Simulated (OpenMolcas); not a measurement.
Single-point calculation of TiO$_{2}$ (part 2 of 3)

TiO$_{2}$, multiplicity 3; HF/3-21G, UHF (OpenMolcas 26.06). The geometry is that of the parent species in another charge or spin state. The geometry comes from this level: PBE0-D4/def2-TZVP.

Geometry of the input (Å):
```
O  0.9210  0.9288  0.4446
Ti 0.1350  -0.4920  0.3316
O  -1.0561  -0.4368  -0.7762
```

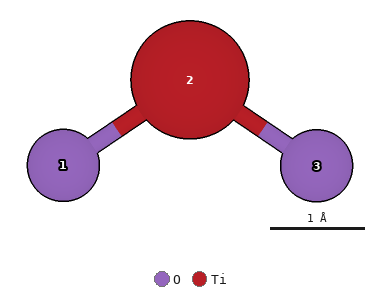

The structure as given in the input (ball-and-stick view, seen on its broad side; atoms are numbered from 1 in the order of the input). Sticks mark near contacts.

What the program printed, continued:
```
  68  -993.115092362 -1615.190138291   495.065126949  -2.27E-13    6.09E-07    3.73E-07*    6.27E-07   1.65E+02   QNRc2DIIS    0.
  69  -993.115092362 -1615.190138301   495.065126959   0.00E+00    6.04E-07    3.70E-07*    6.22E-07   1.65E+02   QNRc2DIIS    0.
  70  -993.115092362 -1615.190138311   495.065126970  -1.36E-12    5.99E-07    3.67E-07*    6.17E-07   1.65E+02   QNRc2DIIS    0.
  71  -993.115092362 -1615.190138323   495.065126981   4.55E-13*   5.95E-07    3.64E-07*    6.13E-07   1.65E+02   QNRc2DIIS    0.
  72  -993.115092362 -1615.190138335   495.065126993   2.27E-13*   5.90E-07    3.61E-07*    6.08E-07   1.65E+02   QNRc2DIIS    0.
  73  -993.115092362 -1615.190138346   495.065127004  -6.82E-13    7.63E-05*   3.59E-07*    6.03E-07   1.65E+02   QNRc2DIIS    0.
  74  -993.115092362 -1615.190138144   495.065126802  -2.23E-11    1.27E-07    2.04E-08     7.80E-05   1.65E+02   QNRc2DIIS    0.

       Convergence after  74 Iterations
--

 *****************************************************************************************************************************
 *                                             SCF/KS-DFT Program, Final results                                             *
 *                                                       Final Results                                                       *
 *****************************************************************************************************************************

::    Total SCF energy                               -993.1150923619
      One-electron energy                           -1615.1901381438
      Two-electron energy                             495.0651268020
      Nuclear repulsion energy                        127.0099189799
      Kinetic energy (interpolated)                   991.9650820021
      Virial theorem                                    1.0011593254
      Total spin, S(S+1)                                2.3664641772
      Total spin, S                                     1.1175488176
      Max non-diagonal density matrix element           0.0000000666
      Max non-diagonal Fock matrix element              0.0000000044

      No orbitals printed
      No orbitals printed

++    Molecular charges:
      ------------------

      Mulliken charges per centre
      ---------------------------

                            O1                      TI2                     O3
                     alpha        beta       alpha        beta       alpha        beta
      Total        4.6683      3.7852     10.6635     10.4295      4.6682      3.7853
      Total              8.4535                 21.0930                  8.4535

      Charge           -0.4535                  0.9070                 -0.4535

      Total electronic charge=   38.000000

      Total            charge=   -0.000000
--

++    Molecular orbitals:
      -------------------

      Title: Natural orbitals

      Molecular orbitals for symmetry species 1: a

          Orbital            1         2         3         4         5         6         7         8         9        10
          Energy         -182.2171  -21.4779  -17.8494  -19.9560  -18.3140  -17.9536  -20.3473   -2.8364   -2.0612   -1.9058
          Occ. No.          2.0000    2.0000    2.0000    2.0000    2.0000    2.0000    2.0000    2.0000    2.0000    2.0000

        1 O1     1s        -0.0000   -0.0001   -0.0000    0.6260    0.2910    0.1534   -0.6933   -0.0185   -0.0240    0.0102
        2 O1     1s        -0.0008    0.0018   -0.0000    0.0570    0.0238    0.0162   -0.0589   -0.0104   -0.0066   -0.0024
        3 O1     1s         0.0012   -0.0023    0.0000   -0.0411   -0.0131   -0.0171    0.0439   -0.0096   -0.0235   -0.0363
        4 O1     2px        0.0003   -0.0004   -0.0003   -0.0023   -0.0004   -0.0007    0.0023   -0.0267    0.0102   -0.0063
        5 O1     2px       -0.0009    0.0022    0.0002    0.0026   -0.0021    0.0039    0.0015   -0.0387    0.0182    0.0019
        6 O1     2py        0.0007   -0.0010    0.0001   -0.0019   -0.0000   -0.0014    0.0021   -0.0220    0.0142   -0.0222
        7 O1     2py       -0.0018    0.0041   -0.0001    0.0046   -0.0031    0.0078   -0.0009   -0.0365    0.0247   -0.0109
        8 O1     2pz        0.0000    0.0001    0.0003   -0.0013   -0.0003   -0.0001    0.0012   -0.0150    0.0033    0.0037
        9 O1     2pz       -0.0001    0.0003   -0.0002    0.0004   -0.0006    0.0003    0.0018   -0.0197    0.0061    0.0063
       10 TI2    1s         0.9854   -0.3139   -0.0000   -0.0023   -0.0068   -0.0001    0.0001   -0.0972   -0.0457   -0.0000
       11 TI2    1s         0.0518    1.0234    0.0000    0.0102    0.0229    0.0003   -0.0002    0.3698    0.1697    0.0001
       12 TI2    1s        -0.0124    0.0310    0.0000   -0.0408   -0.0148   -0.0004    0.0004   -1.0074   -0.3663   -0.0003
       13 TI2    1s         0.0023   -0.0068   -0.0000    0.0145   -0.0020    0.0001   -0.0001    0.0124   -0.0364    0.0000
       14 TI2    1s        -0.0009    0.0032    0.0000   -0.0054    0.0019   -0.0000    0.0000   -0.0125    0.0178   -0.0000
       15 TI2    2px       -0.0000   -0.0062   -0.6359   -0.0931    0.1930    0.7109    0.1508   -0.0301    0.0778   -0.2671
       16 TI2    2px        0.0001    0.0062   -0.0194   -0.0105    0.0051    0.0246    0.0058    0.0888   -0.2185    0.7705
       17 TI2    2px        0.0002   -0.0002    0.0050   -0.0018   -0.0018    0.0010   -0.0073   -0.0001   -0.0052    0.0151
       18 TI2    2px       -0.0001    0.0002   -0.0026    0.0006    0.0008   -0.0005    0.0030    0.0008    0.0017   -0.0058
       19 TI2    2py        0.0001    0.0227    0.2963    0.3285   -0.7300    0.4845    0.1056    0.1100   -0.2834   -0.1844
       20 TI2    2py       -0.0005   -0.0226    0.0090    0.0379   -0.0195    0.0170    0.0037   -0.3248    0.7961    0.5320
       21 TI2    2py       -0.0006    0.0008   -0.0023    0.0063    0.0065    0.0008   -0.0052    0.0004    0.0190    0.0104
       22 TI2    2py        0.0004   -0.0007    0.0012   -0.0021   -0.0028   -0.0004    0.0021   -0.0027   -0.0063   -0.0040
       23 TI2    2pz       -0.0001   -0.0153    0.6985   -0.2241    0.4853    0.4418    0.0925   -0.0740    0.1910   -0.1649
       24 TI2    2pz        0.0003    0.0152    0.0213   -0.0256    0.0129    0.0152    0.0037    0.2186   -0.5365    0.4759
       25 TI2    2pz        0.0004   -0.0005   -0.0055   -0.0043   -0.0044    0.0006   -0.0045   -0.0003   -0.0128    0.0093
       26 TI2    2pz       -0.0003    0.0005    0.0029    0.0015    0.0019   -0.0003    0.0018    0.0019    0.0043   -0.0036
       27 TI2    3d2-       0.0001    0.0001   -0.0003   -0.0007    0.0002   -0.0003   -0.0000    0.0150   -0.0147   -0.0102
       28 TI2    3d2-      -0.0005    0.0016   -0.0001    0.0020   -0.0010    0.0031   -0.0014    0.0086   -0.0108   -0.0100
       29 TI2    3d1-       0.0000    0.0000    0.0002   -0.0005    0.0002   -0.0001   -0.0000   -0.0040   -0.0017   -0.0019
       30 TI2    3d1-      -0.0001    0.0001    0.0000   -0.0005   -0.0004    0.0006   -0.0003   -0.0087    0.0033   -0.0019
       31 TI2    3d0       -0.0000   -0.0000   -0.0003    0.0002   -0.0000    0.0003    0.0000   -0.0079    0.0063    0.0090
       32 TI2    3d0        0.0002   -0.0007   -0.0001   -0.0010    0.0004   -0.0027    0.0012   -0.0062    0.0058    0.0089
       33 TI2    3d1+       0.0001    0.0001    0.0001   -0.0006    0.0000    0.0003    0.0001    0.0247   -0.0193    0.0106
       34 TI2    3d1+      -0.0007    0.0021    0.0000    0.0033   -0.0010   -0.0032    0.0014    0.0196   -0.0181    0.0104
       35 TI2    3d2+       0.0000   -0.0000   -0.0000   -0.0003    0.0001    0.0004    0.0001   -0.0038   -0.0004    0.0121
       36 TI2    3d2+      -0.0000    0.0000   -0.0000   -0.0005   -0.0002   -0.0036    0.0017   -0.0067    0.0030    0.0119
       37 O3     1s        -0.0000   -0.0001   -0.0000    0.6402    0.3021   -0.1406    0.6782   -0.0186   -0.0240   -0.0102
       38 O3     1s        -0.0008    0.0018   -0.0000    0.0583    0.0248   -0.0150    0.0576   -0.0104   -0.0066    0.0024
       39 O3     1s         0.0012   -0.0023    0.0000   -0.0421   -0.0139    0.0164   -0.0430   -0.0097   -0.0235    0.0363
       40 O3     2px       -0.0005    0.0007   -0.0003    0.0025    0.0003   -0.0011    0.0025    0.0284   -0.0135   -0.0145
       41 O3     2px        0.0015   -0.0034    0.0002   -0.0039    0.0027    0.0063    0.0006    0.0432   -0.0238   -0.0037
       42 O3     2py        0.0000   -0.0002    0.0001    0.0014    0.0004    0.0001    0.0012    0.0160   -0.0022    0.0078
       43 O3     2py       -0.0001    0.0002   -0.0001    0.0002    0.0003   -0.0007    0.0024    0.0201   -0.0043    0.0096
       44 O3     2pz       -0.0005    0.0008    0.0003    0.0017    0.0001   -0.0010    0.0017    0.0190   -0.0114   -0.0165
       45 O3     2pz        0.0014   -0.0032   -0.0002   -0.0037    0.0024    0.0060   -0.0004    0.0308   -0.0199   -0.0075

          Orbital           11        12        13        14        15        16        17        18        19        20
          Energy           -1.8945   -1.1630   -1.0409   -0.8105   -0.5257   -0.6669   -0.5348   -0.4573   -0.2429   -0.1244
          Occ. No.          2.0000    1.9998    1.9997    1.9991    1.9985    1.9984    1.9979    1.8043    1.0000    1.0000

        1 O1     1s         0.0000    0.1443    0.1417   -0.0713    0.0000   -0.0467   -0.0000    0.0078    0.0099    0.0203
        2 O1     1s        -0.0000   -0.1688   -0.1560    0.0707   -0.0000    0.0456    0.0000   -0.0112   -0.0113   -0.0149
        3 O1     1s        -0.0000   -0.5534   -0.5246    0.2347   -0.0000    0.1436    0.0000   -0.0213   -0.0485   -0.1305
        4 O1     2px       -0.0179   -0.0769   -0.1181   -0.2063   -0.2186   -0.2189    0.2174    0.0939    0.1306    0.0266
        5 O1     2px       -0.0186   -0.0780   -0.1310   -0.2513   -0.2557   -0.2374    0.2609    0.1227    0.1446    0.0170
        6 O1     2py        0.0083   -0.0590   -0.1017   -0.2047    0.1019   -0.2088   -0.1013   -0.1808   -0.2726   -0.0779
        7 O1     2py        0.0087   -0.0472   -0.1011   -0.2448    0.1191   -0.2216   -0.1215   -0.1874   -0.3081   -0.0770
        8 O1     2pz        0.0197   -0.0450   -0.0644   -0.1010    0.2402   -0.1107   -0.2388    0.1622    0.2345    0.0573
        9 O1     2pz        0.0205   -0.0510   -0.0764   -0.1250    0.2808   -0.1221   -0.2865    0.1912    0.2623    0.0481
       10 TI2    1s         0.0000   -0.0000    0.0103   -0.0126    0.0000   -0.0000   -0.0000    0.0002   -0.0000   -0.0223
       11 TI2    1s        -0.0000    0.0000   -0.0385    0.0373   -0.0000    0.0000    0.0000   -0.0025    0.0000    0.0829
       12 TI2    1s         0.0000   -0.0001    0.1096   -0.1713    0.0000   -0.0000   -0.0000   -0.0023   -0.0000   -0.2588
       13 TI2    1s        -0.0000    0.0000    0.0457    0.1113   -0.0000    0.0000    0.0000   -0.1180    0.0002    0.7150
       14 TI2    1s        -0.0000   -0.0000   -0.0667   -0.0739    0.0000   -0.0000   -0.0000   -0.0512    0.0001    0.1640
       15 TI2    2px        0.2313   -0.0122    0.0026   -0.0031   -0.0400    0.0370   -0.0000    0.0036    0.0406    0.0078
       16 TI2    2px       -0.6662    0.0434   -0.0075    0.0157    0.1255   -0.1249    0.0000   -0.0109   -0.1339   -0.0260
       17 TI2    2px       -0.0285   -0.0228   -0.0054   -0.0079   -0.1114   -0.0436    0.0000    0.0153    0.0635    0.0810
       18 TI2    2px        0.0095   -0.0182    0.0062    0.0057    0.0136   -0.0201    0.0000   -0.0036   -0.0206    0.0112
       19 TI2    2py       -0.1077   -0.0084   -0.0094    0.0112    0.0187    0.0256    0.0000   -0.0133    0.0281   -0.0285
       20 TI2    2py        0.3103    0.0300    0.0268   -0.0574   -0.0585   -0.0862   -0.0000    0.0400   -0.0924    0.0948
       21 TI2    2py        0.0133   -0.0158    0.0197    0.0290    0.0519   -0.0301   -0.0000   -0.0558    0.0437   -0.2951
       22 TI2    2py       -0.0044   -0.0126   -0.0228   -0.0206   -0.0064   -0.0139   -0.0000    0.0131   -0.0142   -0.0406
       23 TI2    2pz       -0.2540   -0.0075    0.0063   -0.0076    0.0440    0.0229    0.0000    0.0090    0.0251    0.0192
       24 TI2    2pz        0.7317    0.0268   -0.0182    0.0387   -0.1379   -0.0771   -0.0000   -0.0269   -0.0827   -0.0639
       25 TI2    2pz        0.0313   -0.0141   -0.0133   -0.0195    0.1223   -0.0269   -0.0000    0.0376    0.0392    0.1989
       26 TI2    2pz       -0.0104   -0.0112    0.0153    0.0139   -0.0150   -0.0124   -0.0000   -0.0088   -0.0127    0.0274
       27 TI2    3d2-      -0.0049    0.0089    0.0056    0.0612   -0.0516    0.0991    0.0139    0.1911    0.0168   -0.0943
       28 TI2    3d2-      -0.0026    0.0164    0.0057    0.0460   -0.0757    0.1123    0.0201    0.2282    0.0100   -0.1188
       29 TI2    3d1-       0.0034    0.0017   -0.0201   -0.0252    0.0359    0.0186   -0.0647    0.1673    0.0032    0.0061
       30 TI2    3d1-       0.0018    0.0031   -0.0279   -0.0407    0.0526    0.0211   -0.0935    0.2034    0.0019    0.0086
       31 TI2    3d0       -0.0056   -0.0079   -0.0077   -0.0345   -0.0587   -0.0881   -0.0726   -0.0444   -0.0150    0.0447
       32 TI2    3d0       -0.0030   -0.0145   -0.0098   -0.0316   -0.0861   -0.0999   -0.1050   -0.0520   -0.0089    0.0566
       33 TI2    3d1+       0.0016   -0.0092    0.0251    0.1085    0.0170   -0.1031   -0.0297    0.1289   -0.0176   -0.1391
       34 TI2    3d1+       0.0009   -0.0170    0.0319    0.1002    0.0250   -0.1169   -0.0430    0.1507   -0.0105   -0.1761
       35 TI2    3d2+      -0.0008   -0.0106   -0.0146   -0.0215   -0.0087   -0.1180    0.0817    0.1074   -0.0200    0.0100
       36 TI2    3d2+      -0.0004   -0.0195   -0.0202   -0.0317   -0.0128   -0.1337    0.1181    0.1309   -0.0119    0.0133
       37 O3     1s        -0.0000   -0.1443    0.1417   -0.0713   -0.0000    0.0466    0.0000    0.0078   -0.0099    0.0203
       38 O3     1s        -0.0000    0.1688   -0.1560    0.0707    0.0000   -0.0456   -0.0000   -0.0112    0.0113   -0.0149
       39 O3     1s        -0.0000    0.5535   -0.5245    0.2347    0.0000   -0.1436   -0.0000   -0.0214    0.0484   -0.1305
       40 O3     2px       -0.0179   -0.0796    0.1274    0.2351   -0.2186   -0.2454   -0.2174    0.0195   -0.0369    0.0179
       41 O3     2px       -0.0186   -0.0749    0.1359    0.2842   -0.2557   -0.2639   -0.2608    0.0030   -0.0438    0.0240
       42 O3     2py        0.0083   -0.0491    0.0679    0.1002    0.1019   -0.1120    0.1013   -0.2323    0.3371   -0.0842
       43 O3     2py        0.0087   -0.0585    0.0833    0.1252    0.1191   -0.1248    0.1215   -0.2702    0.3776   -0.0724
       44 O3     2pz        0.0197   -0.0516    0.0872    0.1715    0.2402   -0.1759    0.2388    0.1163   -0.1766    0.0520
       45 O3     2pz        0.0205   -0.0434    0.0884    0.2056    0.2808   -0.1874    0.2865    0.1173   -0.2000    0.0526

          Orbital           21        22        23        24        25        26        27        28        29        30
          Energy            0.1849    0.2525    0.3450    0.2789    0.5779    0.6882    1.0423    0.2967    1.3824    1.7412
          Occ. No.          0.1957    0.0021    0.0016    0.0015    0.0009    0.0003    0.0002    0.0000    0.0000    0.0000
```
